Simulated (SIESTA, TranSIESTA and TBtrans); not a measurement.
Junction: Fe chain with one C atom inserted. Leads: straight Fe chain, spacing 2.25 Å. Geometry: 3 atoms about the centre moved by SIESTA (PBE, DZP) to a largest force of 0.02 eV/Å, all others as built, motion along the axis alone.

Computed with TranSIESTA and TBtrans, PBE, DZP numerical orbitals (energy shift 0.15 eV), PseudoDojo norm-conserving scalar-relativistic potentials, mesh cutoff 200 Ry, 300 K, spin-polarised (collinear), no spin-orbit coupling; self-consistent non-equilibrium Green functions.

Energies count from the leads' Fermi level. Transmissions are for each spin. The energy step is 0.01 eV; narrower resonances are cut or missed.

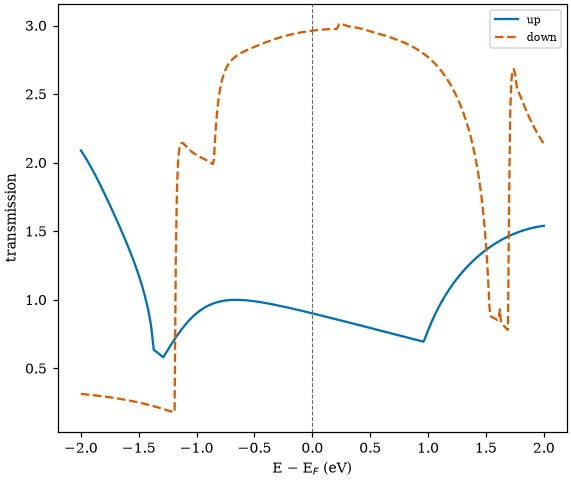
Fig. 1. Transmission against energy

| E (eV) | T up | T down | lead channels up | down |
|---|---|---|---|---|
| -2.00 | 2.09 | 0.31 | 4 | 1 |
| -1.80 | 1.78 | 0.29 | 4 | 1 |
| -1.60 | 1.40 | 0.27 | 4 | 1 |
| -1.40 | 0.84 | 0.23 | 4 | 1 |
| -1.20 | 0.70 | 0.18 | 1 | 1 |
| -1.00 | 0.90 | 2.06 | 1 | 3 |
| -0.80 | 0.99 | 2.52 | 1 | 4 |
| -0.60 | 1.00 | 2.81 | 1 | 4 |
| -0.40 | 0.98 | 2.88 | 1 | 4 |
| -0.20 | 0.94 | 2.93 | 1 | 4 |
| 0.00 | 0.90 | 2.96 | 1 | 4 |
| 0.20 | 0.86 | 2.97 | 1 | 4 |
| 0.40 | 0.82 | 2.98 | 1 | band edge |
| 0.60 | 0.77 | 2.93 | 1 | band edge |
| 0.80 | 0.73 | 2.87 | 1 | 4 |
| 1.00 | 0.78 | 2.77 | 3 | 4 |
| 1.20 | 1.10 | 2.56 | 3 | 4 |
| 1.40 | 1.29 | 2.07 | 3 | 4 |
| 1.60 | 1.42 | 0.85 | 3 | 2 |
| 1.80 | 1.50 | 2.48 | 3 | 3 |
| 2.00 | 1.54 | 2.14 | 3 | 3 |

The magnetic order of the leads was set by the start, and no other order was tried; the separate lead runs end at 3.39 (left) and 3.39 (right) μB an atom. The straight chain is held at its spacing; free chains may zigzag or dimerise.
